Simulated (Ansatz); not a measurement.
**Cl₂FH₄NSi (built from SMILES F.N[SiH](Cl)Cl): search for a transition state**

Aim: find the saddle point of a four-centre ligand exchange that is to form Si1–F7, N2–H6 and break Si1–N2, H6–F7, prove it by its vibrations, and relax downhill on both sides to see what it joins.

Method: PBE0-D4, def2-SVP first, then def2-TZVP; program: Ansatz 0.2.0, Gaussian basis.

152 further runs of the same task are left out: 152 set aside as unsound or not needed. Runs told in other sessions of the task aren't counted.

## Step 1: Starting geometry

The guess: 9 atoms, charge 0, spin multiplicity 1.

Atoms are counted from 1 here; the program's logs count them from 0.

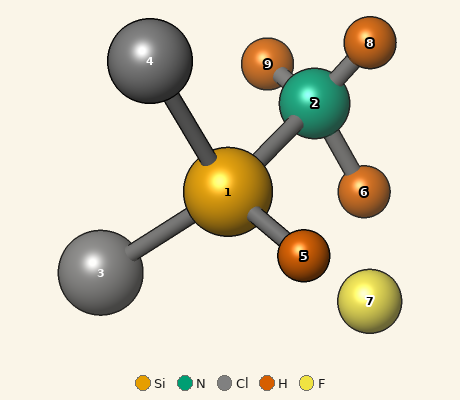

The starting geometry (silicon amber, nitrogen teal, chlorine grey, hydrogen orange, fluorine yellow); atoms are numbered from 1 in the order of the file.

Geometry (Å):

```csv
atom,x (Å),y (Å),z (Å)
Si1,-0.76360,0.15040,-0.42060
N2,0.80940,0.24300,0.52010
Cl3,-0.30190,-0.35280,-2.28820
Cl4,-1.33630,2.11800,-0.42970
H5,-1.77930,-0.54770,0.32090
H6,0.82770,-0.95110,0.59090
F7,0.18430,-1.97680,0.26660
H8,0.75450,0.69700,1.42450
H9,1.60520,0.62000,0.01550
```

Distances that are to change: Si1–F7 2.43 Å, N2–H6 1.20 Å, Si1–N2 1.84 Å, H6–F7 1.25 Å.

## Step 2: Relaxing the guess with the reacting distances held

hold/in.yaml reads:

```yaml
crystal:
  periodic: [false, false, false]
  atoms:
    - {symbol: Si, position_ang: [-0.763600, 0.150400, -0.420600]}
    - {symbol: N, position_ang: [0.809400, 0.243000, 0.520100]}
    - {symbol: Cl, position_ang: [-0.301900, -0.352800, -2.288200]}
    - {symbol: Cl, position_ang: [-1.336300, 2.118000, -0.429700]}
    - {symbol: H, position_ang: [-1.779300, -0.547700, 0.320900]}
    - {symbol: H, position_ang: [0.827700, -0.951100, 0.590900]}
    - {symbol: F, position_ang: [0.184300, -1.976800, 0.266600]}
    - {symbol: H, position_ang: [0.754500, 0.697000, 1.424500]}
    - {symbol: H, position_ang: [1.605200, 0.620000, 0.015500]}
basis:
  gaussian: {orbitals: def2-SVP}
hamiltonian: {xc: pbe0, dispersion: d4}
relax: {f_tol: 0.04, max_steps: 150, escape_saddle: false, constraints: [{distance: [0, 6]}, {distance: [1, 5]}, {distance: [0, 1]}, {distance: [5, 6]}]}
```

Command:

```console
$ ansatz run in.yaml --threads 8 --pin off --events-out ev --progress --plain --max-ram 19148MiB
```

The program printed:

```text
Functional definition: PBE0
  name "PBE0"
  cite "Adamo & Barone, J. Chem. Phys. 110, 6158 (1999) doi:10.1063/1.478522"
  cite "Perdew, Burke & Ernzerhof, Phys. Rev. Lett. 77, 3865 (1996) doi:10.1103/PhysRevLett.77.3865"
  parent pbe
  parameter a = 0.25
  parameter kappa = 0.804
  parameter beta = 0.06672455060314922
  exchange = (1 - a)*pbe_x(kappa = kappa, mu = beta*pi^2/3) + a*exact_x
  correlation = pbe_c(beta = beta)
1032 factors; integrals over basis functions are off by at most 3.6e-4 eV
mean field evaluation 1: about -37163.8895 eV, gradient 5.1e1 eV
mean field evaluation 2: about -37159.9698 eV, gradient 7.0e1 eV
mean field evaluation 4: about -37168.5454 eV, gradient 3.1e0 eV
mean field evaluation 8: about -37168.5723 eV, gradient 1.1e-1 eV
mean field evaluation 16: about -37168.5724 eV, gradient 6.5e-5 eV
mean field -37168.57238085 eV, -1365.9198412330 hartree, gradient 6.5e-5 eV, S^2 0.000000; 0 other end points of the search recorded, 0 dependent functions left out
the calculation of the forces begins
reference -37168.57240253 eV, -1365.9198420298 hartree; 34, 34 occupied and 68, 68 virtual orbitals, 1032 factors
relax step   1: F+E_penalty+E_count = -37168.78104879 eV  Δ(F+E_penalty+E_count) = +0.000e0 eV  max|allowed force component| = 1.050e0 eV/Å  Δτ_max = 0.0000 Å  (26 SCF iters, accepted)
  distance Si 0 - F 6 held at 2.428114 Å   reaction = +5.3114e-1 eV/Å
  distance N 1 - H 5 held at 1.196337 Å   reaction = -1.8315e-1 eV/Å
  distance Si 0 - N 1 held at 1.835162 Å   reaction = +5.5315e-1 eV/Å
  distance H 5 - F 6 held at 1.253473 Å   reaction = +1.2251e0 eV/Å
these checks for a lower state are left out or cut short: starts, cluster_reference, orbital_swaps, neighbouring_geometries, increment
1032 factors; integrals over basis functions are off by at most 3.7e-4 eV
mean field -37168.63848038 eV, -1365.9222703460 hartree, gradient 1.3e-5 eV, S^2 0.000000; 0 other end points of the search recorded, 0 dependent functions left out
the calculation of the forces begins
reference -37168.63850199 eV, -1365.9222711399 hartree; 34, 34 occupied and 68, 68 virtual orbitals, 1032 factors
relax step   2: F+E_penalty+E_count = -37168.84514365 eV  Δ(F+E_penalty+E_count) = -6.409e-2 eV  max|allowed force component| = 1.125e-1 eV/Å  Δτ_max = 0.0550 Å  (29 SCF iters, accepted)
  distance Si 0 - F 6 held at 2.428114 Å   reaction = +4.4068e-1 eV/Å
  distance N 1 - H 5 held at 1.196337 Å   reaction = -3.8829e-1 eV/Å
  distance Si 0 - N 1 held at 1.835162 Å   reaction = +1.6519e-1 eV/Å
  distance H 5 - F 6 held at 1.253473 Å   reaction = +1.2844e0 eV/Å
these checks for a lower state are left out or cut short: starts, cluster_reference, orbital_swaps, neighbouring_geometries, increment
1032 factors; integrals over basis functions are off by at most 3.7e-4 eV
mean field -37168.64207997 eV, -1365.9224026284 hartree, gradient 1.3e-5 eV, S^2 0.000000; 0 other end points of the search recorded, 0 dependent functions left out
the calculation of the forces begins
reference -37168.64210163 eV, -1365.9224034244 hartree; 34, 34 occupied and 68, 68 virtual orbitals, 1032 factors
relax step   3: F+E_penalty+E_count = -37168.84906284 eV  Δ(F+E_penalty+E_count) = -3.919e-3 eV  max|allowed force component| = 3.999e-2 eV/Å  Δτ_max = 0.0283 Å  (30 SCF iters, accepted)
  distance Si 0 - F 6 held at 2.428114 Å   reaction = +5.0949e-1 eV/Å
  distance N 1 - H 5 held at 1.196337 Å   reaction = -4.0924e-1 eV/Å
  distance Si 0 - N 1 held at 1.835162 Å   reaction = +1.6089e-1 eV/Å
  distance H 5 - F 6 held at 1.253473 Å   reaction = +1.2518e0 eV/Å
1032 factors; integrals over basis functions are off by at most 3.7e-4 eV
mean field evaluation 32: about -37168.6421 eV, gradient 1.3e-5 eV
mean field -37168.64207997 eV, -1365.9224026284 hartree, gradient 1.3e-5 eV, S^2 0.000000; 1 other end points of the search recorded, 0 dependent functions left out
the calculation of the forces begins
reference -37168.64210163 eV, -1365.9224034244 hartree; 34, 34 occupied and 68, 68 virtual orbitals, 1032 factors
Total energy: -37168.84908450 eV, -1365.9300099046 hartree
Atom 0 at    -0.750678     0.141839    -0.386686 Å, force     0.379122    -0.418400     0.196609 eV/Å
Atom 1 at     0.830272     0.235911     0.540442 Å, force    -0.126962     0.372277    -0.060052 eV/Å
Atom 2 at    -0.307997    -0.360566    -2.312587 Å, force    -0.014309     0.017611     0.037564 eV/Å
Atom 3 at    -1.341119     2.137851    -0.456065 Å, force     0.017712    -0.023474    -0.005028 eV/Å
Atom 4 at    -1.835312    -0.543131     0.322453 Å, force    -0.014891    -0.010459    -0.009139 eV/Å
Atom 5 at     0.828556    -0.959708     0.581844 Å, force    -0.596967    -1.473944    -0.309991 eV/Å
Atom 6 at     0.204975    -1.996421     0.253870 Å, force     0.402991     1.484149     0.189322 eV/Å
Atom 7 at     0.769023     0.701989     1.446488 Å, force    -0.011261     0.026942    -0.011750 eV/Å
Atom 8 at     1.602280     0.642236     0.010243 Å, force    -0.035434     0.025299    -0.027534 eV/Å
Dipole moment:     0.385892     0.671898     0.373545 e Å
```

Run time: 3.6 s. Hardware: 8 threads of Arm Neoverse V1, shared host.

Relaxation path:

```csv
step,energy from step 1 (eV),largest force component (eV/Å)
1,0.0000,1.0502
2,-0.0641,0.1125
3,-0.0680,0.0400
```

Distances of close pairs at the start and the end, largest changes first:

```csv
bond,before (Å),after (Å),change (Å)
Si1–Cl3,1.989,2.039,+0.050
Si1–Cl4,2.049,2.083,+0.033
Si1–H5,1.438,1.466,+0.027
N2–H8,1.013,1.021,+0.007
N2–H9,1.015,1.021,+0.006
Si1–N2,1.835,1.835,+0.000
N2–H6,1.196,1.196,+0.000
```

## Step 3: Force constants to start from

hessian/in.yaml reads:

```yaml
crystal:
  periodic: [false, false, false]
  atoms:
    - {symbol: Si, position_ang: [-0.750678, 0.141839, -0.386686]}
    - {symbol: N, position_ang: [0.830272, 0.235911, 0.540442]}
    - {symbol: Cl, position_ang: [-0.307997, -0.360566, -2.312587]}
    - {symbol: Cl, position_ang: [-1.341119, 2.137851, -0.456065]}
    - {symbol: H, position_ang: [-1.835312, -0.543131, 0.322453]}
    - {symbol: H, position_ang: [0.828556, -0.959708, 0.581844]}
    - {symbol: F, position_ang: [0.204975, -1.996421, 0.253870]}
    - {symbol: H, position_ang: [0.769023, 0.701989, 1.446488]}
    - {symbol: H, position_ang: [1.602280, 0.642236, 0.010243]}
basis:
  gaussian: {orbitals: def2-SVP}
hamiltonian: {xc: pbe0, dispersion: d4}
phonons: {}
scf: {lower_state_search: off}
```

Command:

```console
$ ansatz run in.yaml --threads 8 --pin off --events-out ev --progress --plain --max-ram 19148MiB
```

The program printed (excerpt; [...] marks lines left out):

```text
[... 5 set-up lines as earlier in the session ...]
[...]
1036 factors; integrals over basis functions are off by at most 2.8e-4 eV
[...]
mean field -37168.64208298 eV, -1365.9224027389 hartree, gradient 4.4e-6 eV, S^2 0.000000; 0 other end points of the search recorded, 0 dependent functions left out
[...]
WARN: phonons: modes at or below zero, which the zero-point energy, F, S and C_V leave out: 1, the lowest at -652.44 cm⁻¹. A minimum has none, and a first-order saddle one
[...]
Atom 7 at     0.769023     0.701989     1.446488 Å, force    -0.011259     0.026936    -0.011772 eV/Å
Atom 8 at     1.602280     0.642236     0.010243 Å, force    -0.035413     0.025310    -0.027549 eV/Å
Dipole moment:     0.385892     0.671899     0.373544 e Å
Vibrations: -652.44 98.02 167.77 185.71 253.77 317.64 357.93 518.49 581.78 594.29 682.79 789.66 858.56 895.14 904.90 1514.28 1518.46 1862.05 2377.53 3531.37 3625.39 cm⁻¹, zero-point energy 1.341232 eV
Checks for a lower state left out: stability, starts, cluster_reference, orbital_swaps, neighbouring_geometries, increment
```

Run time: 29 s. Hardware: 8 threads of Arm Neoverse V1, shared host.

The structure is not stationary yet, so these wavenumbers are no spectrum; the search needs only the force constants.

## Step 4: Saddle search in the small basis

The search itself is an outer loop (partitioned rational-function steps, Bofill update of the Hessian). Each step is one single-point run with forces. It stops when the largest force is under 0.04 eV/Å and the followed curvature is negative. The first step's input:

presaddle/in.yaml reads:

```yaml
crystal:
  periodic: [false, false, false]
  atoms:
    - {symbol: Si, position_ang: [-0.750678, 0.141839, -0.386686]}
    - {symbol: N, position_ang: [0.830272, 0.235911, 0.540442]}
    - {symbol: Cl, position_ang: [-0.307997, -0.360566, -2.312587]}
    - {symbol: Cl, position_ang: [-1.341119, 2.137851, -0.456065]}
    - {symbol: H, position_ang: [-1.835312, -0.543131, 0.322453]}
    - {symbol: H, position_ang: [0.828556, -0.959708, 0.581844]}
    - {symbol: F, position_ang: [0.204975, -1.996421, 0.253870]}
    - {symbol: H, position_ang: [0.769023, 0.701989, 1.446488]}
    - {symbol: H, position_ang: [1.602280, 0.642236, 0.010243]}
basis:
  gaussian: {orbitals: def2-SVP}
hamiltonian: {xc: pbe0, dispersion: d4}
output: {forces: true}
scf: {lower_state_search: off}
```

Command:

```console
$ ansatz run in.yaml --threads 8 --pin off --events-out ev --progress --plain --max-ram 19148MiB
```

Step by step:

```csv
step,energy (eV),largest force (eV/Å),followed curvature (eV/Å²)
1,-37168.84907,1.4841,-5.70
2,-37169.03499,0.6365,-6.30
3,-37169.06555,0.4113,-6.53
4,-37169.07068,0.1737,-6.90
5,-37169.07229,0.1567,-6.72
6,-37169.07323,0.1365,-6.91
7,-37169.07313,0.0602,-6.40
8,-37169.07331,0.0873,-6.32
9,-37169.07332,0.0164,-6.39
```

The 9 steps took 5.6 s in all (8 threads of Arm Neoverse V1, shared host).

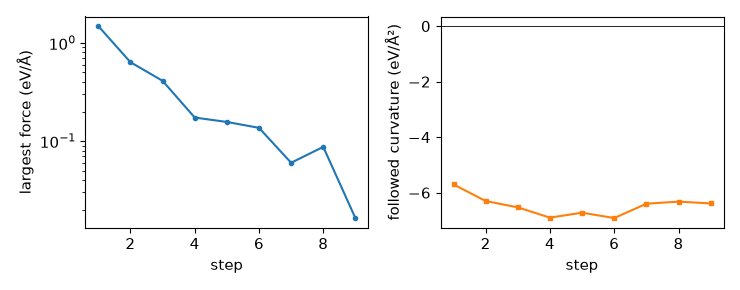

Largest force and followed curvature during the search.

## Step 5: Saddle search in triple zeta

The search itself is an outer loop (partitioned rational-function steps, Bofill update of the Hessian). Each step is one single-point run with forces. It stops when the largest force is under 0.01 eV/Å and the followed curvature is negative. The first step's input:

saddle/in.yaml reads:

```yaml
crystal:
  periodic: [false, false, false]
  atoms:
    - {symbol: Si, position_ang: [-0.701219, 0.027802, -0.340657]}
    - {symbol: N, position_ang: [0.874975, 0.248207, 0.575685]}
    - {symbol: Cl, position_ang: [-0.298921, -0.401677, -2.306961]}
    - {symbol: Cl, position_ang: [-1.295269, 2.048276, -0.458981]}
    - {symbol: H, position_ang: [-1.872731, -0.536525, 0.345515]}
    - {symbol: H, position_ang: [0.817961, -1.025461, 0.549296]}
    - {symbol: F, position_ang: [0.100620, -1.819280, 0.149857]}
    - {symbol: H, position_ang: [0.783740, 0.739610, 1.464611]}
    - {symbol: H, position_ang: [1.590844, 0.719047, 0.021635]}
basis:
  gaussian: {orbitals: def2-TZVP}
hamiltonian: {xc: pbe0, dispersion: d4}
output: {forces: true}
scf: {lower_state_search: off}
```

Command:

```console
$ ansatz run in.yaml --threads 8 --pin off --events-out ev --progress --plain --max-ram 19148MiB
```

The driver's record:

```csv
step,energy (eV),largest force (eV/Å),followed curvature (eV/Å²)
1,-37185.83069,0.2994,-6.39
2,-37185.84298,0.1425,-6.38
3,-37185.84967,0.1149,-6.35
4,-37185.85064,0.0945,-6.34
5,-37185.85115,0.0168,-6.27
6,-37185.85117,0.0032,-6.41
```

The 6 steps took 9.3 s in all (8 threads of Arm Neoverse V1, shared host).

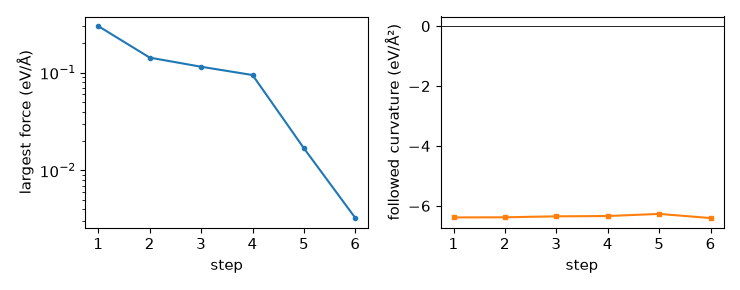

Largest force and followed curvature during the search.

The point found:

```csv
atom,x (Å),y (Å),z (Å)
Si1,-0.69694,0.04797,-0.35386
N2,0.85954,0.24525,0.56831
Cl3,-0.32168,-0.39797,-2.30171
Cl4,-1.29407,2.05410,-0.46043
H5,-1.84644,-0.52872,0.34222
H6,0.82460,-0.99200,0.55976
F7,0.12082,-1.84622,0.15704
H8,0.76297,0.72105,1.45790
H9,1.59119,0.69655,0.03078
```

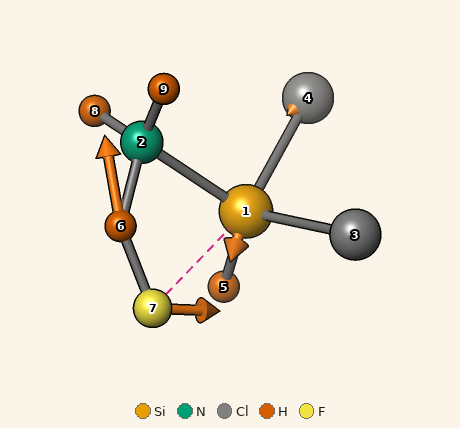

The point found; arrows show the followed mode. Pairs that react are joined by broken lines, hidden where the pair is close enough to be drawn as a bond.

## Step 6: Checking the order of the point

vib/in.yaml reads:

```yaml
crystal:
  periodic: [false, false, false]
  atoms:
    - {symbol: Si, position_ang: [-0.696943, 0.047968, -0.353857]}
    - {symbol: N, position_ang: [0.859545, 0.245246, 0.568311]}
    - {symbol: Cl, position_ang: [-0.321681, -0.397971, -2.301708]}
    - {symbol: Cl, position_ang: [-1.294067, 2.054098, -0.460434]}
    - {symbol: H, position_ang: [-1.846435, -0.528723, 0.342217]}
    - {symbol: H, position_ang: [0.824599, -0.991997, 0.559755]}
    - {symbol: F, position_ang: [0.120815, -1.846219, 0.157040]}
    - {symbol: H, position_ang: [0.762974, 0.721051, 1.457902]}
    - {symbol: H, position_ang: [1.591195, 0.696547, 0.030775]}
basis:
  gaussian: {orbitals: def2-TZVP}
hamiltonian: {xc: pbe0, dispersion: d4}
phonons: {temperatures: {t_min: 298.15, t_max: 900, t_step: 200}}
```

Command:

```console
$ ansatz run in.yaml --threads 8 --pin off --events-out ev --progress --plain --max-ram 19148MiB
```

The program printed (excerpt; [...] marks lines left out):

```text
[... 5 set-up lines as earlier in the session ...]
[...]
1291 factors; their error is unknown
[...]
mean field -37185.64188717 eV, -1366.5471340200 hartree, gradient 2.4e-5 eV, S^2 0.000000; 0 other end points of the search recorded, 0 dependent functions left out
[...]
WARN: phonons: modes at or below zero, which the zero-point energy, F, S and C_V leave out: 1, the lowest at -744.04 cm⁻¹. A minimum has none, and a first-order saddle one
[...]
Atom 6 at     0.120815    -1.846219     0.157040 Å, force     0.001039    -0.002510    -0.000883 eV/Å
Atom 7 at     0.762974     0.721051     1.457902 Å, force    -0.000818    -0.001507     0.000155 eV/Å
Atom 8 at     1.591195     0.696547     0.030775 Å, force    -0.001424    -0.000819     0.000866 eV/Å
Dipole moment:     0.502505     0.324214     0.452392 e Å
Vibrations: -744.04 118.90 182.64 208.75 265.85 317.86 382.90 537.04 548.06 611.39 721.28 796.87 895.10 902.23 965.62 1477.31 1553.71 1842.04 2335.44 3534.94 3620.55 cm⁻¹, zero-point energy 1.352573 eV
```

Run time: 77 s. Hardware: 8 threads of Arm Neoverse V1, shared host.

Wavenumbers and character of the modes:

```csv
mode,wavenumber (cm⁻¹),character
1,744i,"changes N2–H6, H6–F7"
2,119,torsion with bend
3,183,bend
4,209,torsion with bend
5,266,bend with torsion
6,318,torsion with bend
7,383,bend with Si–Cl stretch
8,537,Si–Cl stretch with bend
9,548,Si–Cl stretch
10,611,bend with F–H stretch
11,721,F–H stretch with bend
12,797,Si–N stretch with bend
13,895,wag or twist with bend
14,902,bend with wag or twist
15,966,wag or twist with bend
16,1477,bend
17,1554,bend
18,1842,bend with N–H stretch
19,2335,Si–H stretch
20,3535,N–H stretch
21,3621,N–H stretch
```

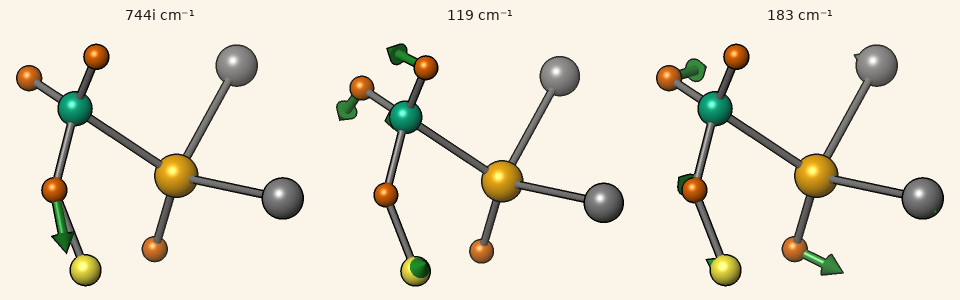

How the atoms move in 3 of the modes.

Vibrational sums (real modes only):

```csv
T (K),entropy (J/mol/K),heat capacity (J/mol/K)
298,58.2,70.5
498,101.8,99.0
698,138.1,116.0
898,168.8,127.4
```

[end of part 1 of 3]
